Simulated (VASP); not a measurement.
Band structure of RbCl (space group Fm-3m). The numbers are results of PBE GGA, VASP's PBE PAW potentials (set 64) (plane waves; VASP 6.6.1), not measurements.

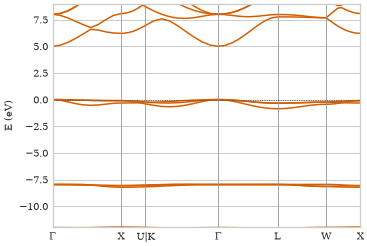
Figure. Bands along high-symmetry lines, zero at the valence-band maximum or, without a gap, the Fermi level

Task: Read the plot: is there a gap, and where are the band edges?

Result: The gap is direct, 5.00 eV, from the valence maximum at Γ to the conduction minimum at Γ.

The structure is a typed RbCl crystal (Fm-3m). The cell was not relaxed at this level.
